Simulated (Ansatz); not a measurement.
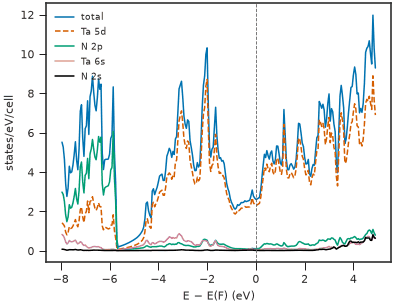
Figure: Total and projected density of states of Ta₂N in space group P-31m (No. 162; Ta on 6k, N on 2d, N on 1a), the program Ansatz at the r²SCAN level (PAW)

### Question
Which orbitals carry the states next to the Fermi level?

### Answer
Within 0.5 eV of the Fermi level: Ta 5d 87 %, N 2p 5 %. Projections are on Löwdin-orthogonalised atomic valence shells; empty p or d shells of many metals are not among them.

### Question
Where is the tallest occupied peak in this window, and what makes it?

### Answer
Near -2.0 eV, about 10 states/eV per cell; the largest projected share is Ta 5d.

The workflow started from a Materials Project entry (that database holds measured and hypothetical structures alike); the Crystallography Open Database copy checked does not list it. Whether it is the stable phase at ambient conditions was not checked. The r²SCAN relaxation kept the symmetry of its start; whether a distortion lowers the energy is not shown. No spin polarisation was allowed. With an odd number of electrons in the cell and no spin polarisation, the count alone makes it a metal. Spin–orbit coupling is left out wherever it is not named.

Potentials: the earlier of the program's two PAW sets.
